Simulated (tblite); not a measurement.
BSi3H6O3: geometry relaxation (part 1 of 4)

The run: geometry relaxation of BSi3H6O3, multiplicity 2. Method and program: GFN2-xTB geometry optimisation, gas phase (tblite 0.8.0).

It belongs to a series of runs on one base structure; here: H removed from Si.

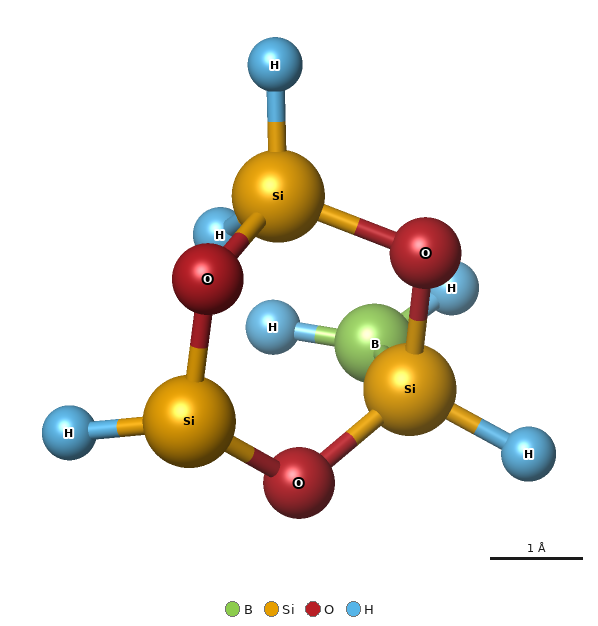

Figure 1. The starting structure (ball-and-stick view, seen at a tilt).

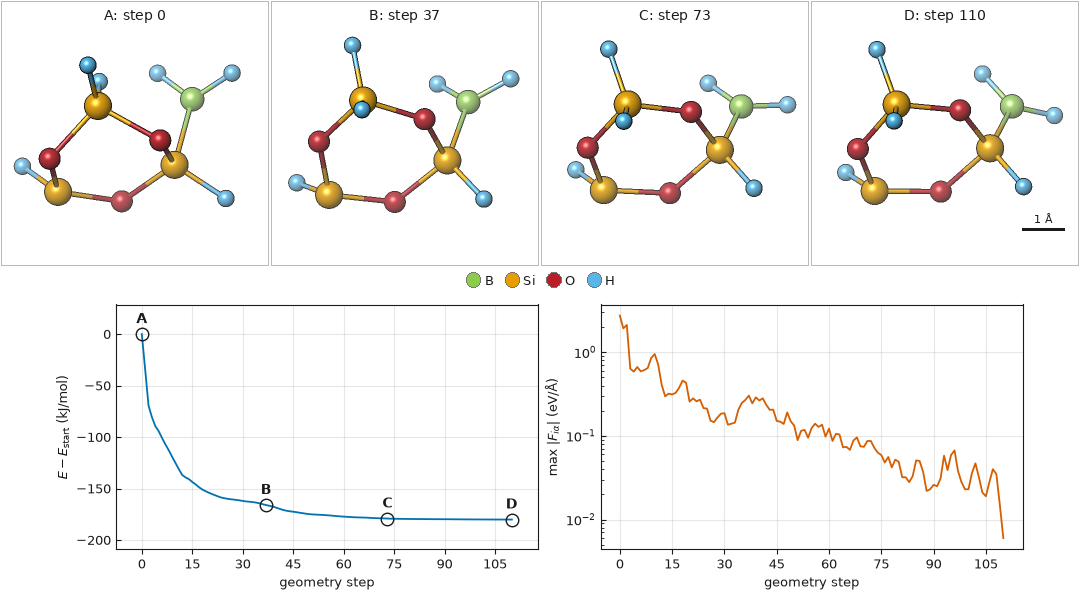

Figure 2. Frames of the relaxation (ball-and-stick view, seen at a tilt) above the curves, on which the letters mark them (steps are counted from 0).

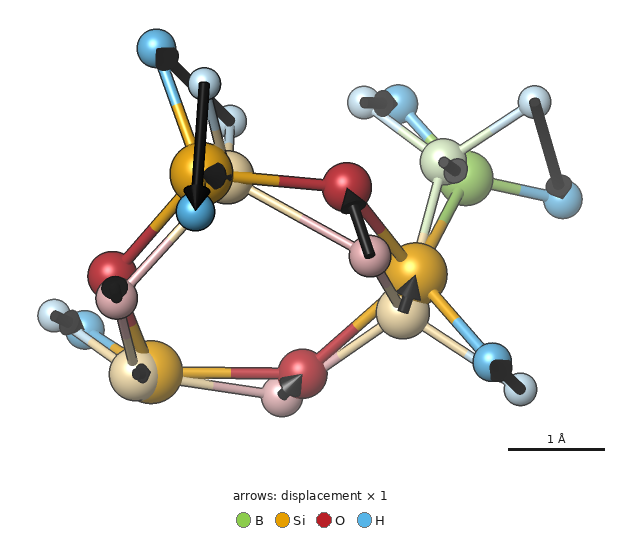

Figure 3. Start (faint) and end (solid) with the displacements as black arrows, at true length (ball-and-stick view, seen at a tilt). The two geometries are laid on each other by the best rigid fit. H12 moves most after the best rigid fit: 1.71 Å. Largest moves by element: H 1.71 Å, O 0.84 Å, B 0.55 Å, Si 0.45 Å. Distances before and after: Si6–O7 1.724 → 1.613 Å, O5–Si6 1.722 → 1.636 Å, Si2–O7 1.721 → 1.654 Å, O3–Si4 1.655 → 1.605 Å. Among the angles that change: Si2–O7–Si6 103.1° → 133.0°, B1–Si2–H10 105.7° → 128.7°, Si4–O5–Si6 107.2° → 129.2°. After 110 geometry steps the energy has fallen by 180.1 kJ/mol. The largest force component goes from 2.7 to 0.006 eV/Å. (Atoms are counted from 1 in the order of the input.)

These pictures come from the run below.

Input file
```
{"job": {"kind": "relax", "xc": "GFN2-xTB", "basis": "xTB"}, "charge": 0, "multiplicity": 2}
B     -1.981300     0.342200     0.471400
Si    -0.859100    -0.890400    -0.531100
O      0.146100    -1.777700     0.512700
Si     1.704400    -1.263400     0.726200
O      2.329200    -0.130100    -0.329000
Si     1.069100     0.990300    -0.677700
O     -0.015100     0.087000    -1.668300
H     -2.819100     0.928900    -0.139400
H     -1.596800     0.894500     1.448900
H     -1.789200    -1.793500    -1.238000
H      1.917600    -0.827700     2.126400
H      0.367400     1.232900     0.600800
H      1.522400     2.207500    -1.320800
```

The first line tells a small driver script what to run in tblite; the rest is the geometry in Å.

Command:
```bash
OMP_NUM_THREADS=1 python <driver script> task.json out
```

The program's output
```
step      E/eV     max force
  0    -594.80669    2.895
  1    -595.16445    1.964
  2    -595.52744    2.293
  3    -595.64173    0.771
  4    -595.73149    0.612
  5    -595.78281    0.706
  6    -595.85105    0.694
  7    -595.91560    0.620
  8    -595.97510    0.652
  9    -596.04040    0.892
 10    -596.10280    1.066
 11    -596.16619    0.897
 12    -596.22407    0.448
 13    -596.24877    0.333
 14    -596.26615    0.409
 15    -596.29454    0.424
 16    -596.31913    0.456
 17    -596.34753    0.465
 18    -596.37074    0.541
 19    -596.38815    0.509
 20    -596.40361    0.319
 21    -596.41810    0.355
 22    -596.43134    0.284
 23    -596.44448    0.301
 24    -596.45490    0.231
 25    -596.46101    0.273
 26    -596.46677    0.200
 27    -596.47066    0.149
 28    -596.47478    0.171
 29    -596.47942    0.228
 30    -596.48539    0.231
 31    -596.49048    0.162
 32    -596.49366    0.160
 33    -596.49698    0.161
 34    -596.50225    0.232
 35    -596.50996    0.250
 36    -596.51891    0.276
 37    -596.52722    0.307
 38    -596.53502    0.245
 39    -596.54271    0.318
 40    -596.55369    0.339
 41    -596.56532    0.301
 42    -596.57597    0.266
 43    -596.58420    0.226
 44    -596.58966    0.207
 45    -596.59395    0.214
 46    -596.59873    0.165
 47    -596.60487    0.165
 48    -596.60973    0.207
 49    -596.61515    0.169
 50    -596.61904    0.177
 51    -596.62173    0.095
 52    -596.62351    0.120
 53    -596.62499    0.118
 54    -596.62709    0.113
 55    -596.62934    0.138
 56    -596.63209    0.145
 57    -596.63506    0.134
 58    -596.63805    0.156
 59    -596.64089    0.135
 60    -596.64330    0.148
 61    -596.64544    0.105
 62    -596.64750    0.122
 63    -596.64947    0.118
 64    -596.65089    0.088
 65    -596.65188    0.104
 66    -596.65279    0.073
 67    -596.65408    0.103
 68    -596.65607    0.110
 69    -596.65811    0.096
 70    -596.65925    0.101
 71    -596.66017    0.110
 72    -596.66132    0.097
 73    -596.66286    0.077
 74    -596.66411    0.081
 75    -596.66489    0.059
 76    -596.66540    0.048
 77    -596.66585    0.058
 78    -596.66632    0.051
 79    -596.66681    0.065
 80    -596.66726    0.050
 81    -596.66761    0.036
 82    -596.66781    0.035
 83    -596.66791    0.031
 84    -596.66818    0.038
 85    -596.66850    0.056
 86    -596.66887    0.050
 87    -596.66912    0.037
 88    -596.66925    0.022
 89    -596.66934    0.024
 90    -596.66946    0.031
 91    -596.66964    0.029
 92    -596.66993    0.031
 93    -596.67031    0.062
 94    -596.67043    0.041
 95    -596.67086    0.061
 96    -596.67104    0.069
 97    -596.67135    0.039
 98    -596.67148    0.036
 99    -596.67162    0.024
100    -596.67174    0.024
101    -596.67192    0.043
102    -596.67215    0.055
103    -596.67234    0.040
104    -596.67244    0.025
105    -596.67250    0.022
106    -596.67258    0.029
107    -596.67270    0.042
108    -596.67283    0.037
109    -596.67289    0.017
110    -596.67291    0.007
```

Trajectory as extended XYZ (Å, eV, eV/Å), 61 of the 111 frames kept, from step=0 to step=110
```
13
Properties=species:S:1:pos:R:3:forces:R:3 step=0 energy=-594.80669
B    -1.9813    0.3422    0.4714    0.4160   1.2130  -0.1450
Si   -0.8591   -0.8904   -0.5311   -1.1170  -0.2390  -0.1040
O     0.1461   -1.7777    0.5127    0.6040   1.3360  -1.1570
Si    1.7044   -1.2634    0.7262    0.6840  -0.8610   0.1540
O     2.3292   -0.1301   -0.3290   -2.4600   0.8370   0.5740
Si    1.0691    0.9903   -0.6777    0.2300  -1.4180  -1.2120
O    -0.0151    0.0870   -1.6683    0.8930   0.2700   2.7410
H    -2.8191    0.9289   -0.1394    0.1040  -0.4390   0.4000
H    -1.5968    0.8945    1.4489   -0.5310  -0.4050   0.0070
H    -1.7892   -1.7935   -1.2380    0.8690  -0.2450  -0.2990
H     1.9176   -0.8277    2.1264   -0.2230  -0.0070  -0.4940
H     0.3674    1.2329    0.6008    0.4740   0.3710  -0.3660
H     1.5224    2.2075   -1.3208    0.0560  -0.4120  -0.0980
13
Properties=species:S:1:pos:R:3:forces:R:3 step=2 energy=-595.52744
B    -1.9543    0.4050    0.4585    0.2430   0.2000  -0.1590
Si   -0.9149   -0.8965   -0.5241   -0.0060   0.2170   0.4870
O     0.1757   -1.7024    0.4429    0.1480   0.2280  -0.3940
Si    1.7451   -1.3145    0.7322    0.1650  -0.3490  -0.2780
O     2.2030   -0.0924   -0.2927    0.9210  -1.0370   0.8590
Si    1.0790    0.9365   -0.7283   -0.0340   2.1200   0.8740
O     0.0188    0.0901   -1.5264   -1.6350  -1.1490  -0.6200
H    -2.8195    0.9089   -0.1192   -0.3670   0.1660  -0.0290
H    -1.6267    0.8744    1.4580   -0.1940   0.0090   0.5300
H    -1.7401   -1.8153   -1.2634    0.4090  -0.5090  -0.5710
H     1.9048   -0.8276    2.0997   -0.0940   0.0020  -0.0770
H     0.3995    1.2572    0.5722    0.3450   0.4720  -0.3640
H     1.5252    2.1772   -1.3273    0.1010  -0.3680  -0.2580
13
Properties=species:S:1:pos:R:3:forces:R:3 step=4 energy=-595.73149
B    -1.9413    0.4303    0.4519   -0.1480   0.2010   0.1540
Si   -0.9319   -0.8944   -0.5057   -0.1640  -0.2140   0.1610
O     0.1900   -1.6779    0.4131    0.0670  -0.2640   0.0470
Si    1.7593   -1.3434    0.7251   -0.0370  -0.2720  -0.0560
O     2.1989   -0.1088   -0.2575    0.2230   0.2550   0.0600
Si    1.0736    0.9722   -0.7126   -0.2240  -0.5020   0.1670
O    -0.0185    0.0632   -1.5064   -0.0430   0.3580  -0.1350
H    -2.8335    0.9106   -0.1148   -0.2050   0.1770   0.0130
H    -1.6422    0.8697    1.4807   -0.1610   0.0270   0.3230
H    -1.7095   -1.8397   -1.2910    0.4550  -0.2710  -0.3070
H     1.8976   -0.8286    2.0898   -0.0720  -0.1120  -0.0600
H     0.4196    1.2845    0.5541    0.0510   0.5870   0.1320
H     1.5335    2.1625   -1.3445    0.2580   0.0310  -0.4990
13
Properties=species:S:1:pos:R:3:forces:R:3 step=6 energy=-595.85105
B    -1.9398    0.4708    0.4572   -0.3500  -0.1140   0.2810
Si   -0.9620   -0.9067   -0.4800    0.0390  -0.0920  -0.2100
O     0.2073   -1.6715    0.3850   -0.2030  -0.5590   0.2510
Si    1.7745   -1.3882    0.7143   -0.0350   0.2640  -0.0710
O     2.1999   -0.1035   -0.2178   -0.0900   0.3820  -0.1420
Si    1.0602    0.9709   -0.6975    0.1790  -0.5270  -0.4140
O    -0.0542    0.0642   -1.4856    0.2460   0.5910   0.1270
H    -2.8592    0.9236   -0.1072    0.0460   0.1800   0.1100
H    -1.6707    0.8658    1.5232   -0.1480   0.0330   0.0050
H    -1.6444   -1.8820   -1.3388    0.4200  -0.0210  -0.0190
H     1.8851   -0.8389    2.0740   -0.0320  -0.2510  -0.0490
H     0.4418    1.3548    0.5489   -0.1320   0.5390   0.3640
H     1.5572    2.1413   -1.3933    0.0580  -0.4230  -0.2340
13
Properties=species:S:1:pos:R:3:forces:R:3 step=7 energy=-595.91560
B    -1.9481    0.4910    0.4675   -0.3300  -0.3740   0.2360
Si   -0.9776   -0.9158   -0.4685    0.2010   0.0600  -0.2990
O     0.2119   -1.6838    0.3754   -0.2670  -0.4880   0.2110
Si    1.7820   -1.4081    0.7051   -0.1210   0.4840  -0.1050
O     2.2039   -0.0937   -0.1965   -0.2320   0.2330  -0.1650
Si    1.0560    0.9627   -0.6953    0.2250  -0.1050  -0.2920
O    -0.0742    0.0774   -1.4752    0.2030   0.4260   0.2860
H    -2.8746    0.9371   -0.1004    0.1650   0.1660   0.1640
H    -1.6915    0.8649    1.5503   -0.1420   0.0270  -0.1550
H    -1.5943   -1.9089   -1.3691    0.3750   0.1210   0.1340
H     1.8767   -0.8517    2.0638   -0.0050  -0.3010  -0.0230
H     0.4520    1.4118    0.5548   -0.0320   0.3630   0.0950
H     1.5733    2.1174   -1.4296   -0.0390  -0.6120  -0.0890
13
Properties=species:S:1:pos:R:3:forces:R:3 step=9 energy=-596.04040
B    -1.9828    0.4935    0.4984   -0.0910  -0.6130  -0.0310
Si   -0.9861   -0.9261   -0.4646    0.2720   0.2250  -0.0750
O     0.2032   -1.7359    0.3749   -0.1100   0.0470  -0.0480
Si    1.7796   -1.4108    0.6823   -0.3310   0.2970  -0.0880
O     2.2064   -0.0680   -0.1736   -0.2470  -0.1510  -0.0830
Si    1.0570    0.9543   -0.6945    0.0640   0.8540   0.2500
O    -0.1006    0.1221   -1.4504   -0.1020  -0.1300   0.3430
H    -2.8907    0.9722   -0.0799    0.2120   0.0590   0.1870
H    -1.7335    0.8664    1.5865   -0.1010  -0.0400  -0.2270
H    -1.4892   -1.9448   -1.4102    0.2260   0.2400   0.2020
H     1.8634   -0.8925    2.0483    0.0230  -0.2560   0.0840
H     0.4693    1.5268    0.5640    0.2060  -0.0280  -0.4410
H     1.5997    2.0432   -1.4988   -0.0200  -0.5050  -0.0730
13
Properties=species:S:1:pos:R:3:forces:R:3 step=11 energy=-596.16619
B    -2.0273    0.4520    0.5293    0.0920  -0.3640  -0.1610
Si   -0.9785   -0.9243   -0.4665   -0.0420   0.0450   0.2380
O     0.1865   -1.7862    0.3734    0.0560   0.4640  -0.1470
Si    1.7515   -1.3946    0.6554   -0.2420  -0.2000   0.0880
O     2.1860   -0.0438   -0.1612   -0.0880  -0.2160   0.0160
Si    1.0599    0.9897   -0.6806   -0.2460   0.7130   0.4850
O    -0.1239    0.1695   -1.3960   -0.1370  -0.1620   0.1450
H    -2.8903    1.0109   -0.0447    0.1200  -0.1390   0.0710
H    -1.7836    0.8633    1.6050    0.0060  -0.1910  -0.1490
H    -1.3648   -1.9615   -1.4361    0.0120   0.2360   0.0870
H     1.8515   -0.9542    2.0394    0.0230  -0.1550   0.1630
H     0.4997    1.6437    0.5459    0.2150  -0.1070  -0.4070
H     1.6289    1.9360   -1.5809    0.2310   0.0750  -0.4280
13
Properties=species:S:1:pos:R:3:forces:R:3 step=13 energy=-596.24877
B    -2.0575    0.4075    0.5463    0.0240  -0.0380  -0.0370
Si   -0.9859   -0.9244   -0.4541   -0.1890  -0.1140   0.0870
O     0.1780   -1.7935    0.3560   -0.0580   0.2290   0.1000
Si    1.7239   -1.3999    0.6392    0.1450  -0.1190   0.1480
O     2.1474   -0.0300   -0.1419   -0.0610  -0.0070   0.0800
Si    1.0534    1.0517   -0.6556    0.0860  -0.0460  -0.2560
O    -0.1483    0.2056   -1.3238   -0.0280   0.2370  -0.0320
H    -2.8840    1.0315   -0.0092    0.0080  -0.2530  -0.1160
H    -1.8296    0.8445    1.6148    0.1450  -0.2970  -0.0400
H    -1.2508   -1.9646   -1.4582   -0.2100   0.2380   0.0090
H     1.8405   -1.0173    2.0379    0.0220  -0.1300   0.1760
H     0.5407    1.7476    0.5092   -0.0160   0.2250   0.1580
H     1.6679    1.8418   -1.6785    0.1330   0.0740  -0.2770
13
Properties=species:S:1:pos:R:3:forces:R:3 step=15 energy=-596.29454
B    -2.0650    0.3818    0.5468   -0.0940   0.0510   0.0680
Si   -1.0029   -0.9289   -0.4416    0.1690   0.1700  -0.1620
O     0.1713   -1.7677    0.3539   -0.0150  -0.1100   0.3130
Si    1.7233   -1.4121    0.6459    0.1100   0.1390   0.0500
O     2.1184   -0.0282   -0.1253    0.0380   0.1230   0.0900
Si    1.0582    1.0852   -0.6634    0.1580  -0.3020  -0.2520
O    -0.1638    0.2345   -1.2875   -0.1990   0.2090  -0.0290
H    -2.8786    1.0147   -0.0037   -0.1110  -0.1630  -0.1990
H    -1.8355    0.8077    1.6123    0.1840  -0.2250   0.1010
H    -1.2246   -1.9419   -1.4650   -0.3020   0.0560  -0.1590
H     1.8384   -1.0560    2.0540    0.0240  -0.1310   0.1280
H     0.5614    1.8047    0.4978    0.0490   0.2360   0.0630
H     1.6949    1.8066   -1.7418   -0.0110  -0.0530  -0.0130
13
Properties=species:S:1:pos:R:3:forces:R:3 step=16 energy=-596.31913
B    -2.0695    0.3668    0.5467   -0.1230   0.0840   0.0810
Si   -1.0070   -0.9278   -0.4386    0.3270   0.2570  -0.1880
O     0.1665   -1.7541    0.3638    0.0160  -0.1710   0.3120
Si    1.7251   -1.4144    0.6536    0.0360   0.1990   0.0270
O     2.1080   -0.0268   -0.1175    0.0660   0.1670   0.0800
Si    1.0640    1.0963   -0.6733    0.1030  -0.2500  -0.1000
O    -0.1749    0.2541   -1.2767   -0.2170   0.1440   0.0030
H    -2.8769    0.9982   -0.0086   -0.1610  -0.1050  -0.1850
H    -1.8288    0.7815    1.6100    0.1610  -0.1570   0.1710
H    -1.2292   -1.9232   -1.4682   -0.2950  -0.0620  -0.2570
H     1.8395   -1.0773    2.0689    0.0230  -0.1200   0.0690
H     0.5707    1.8323    0.4949    0.1450   0.1390  -0.1380
H     1.7081    1.7948   -1.7726   -0.0820  -0.1250   0.1240
```
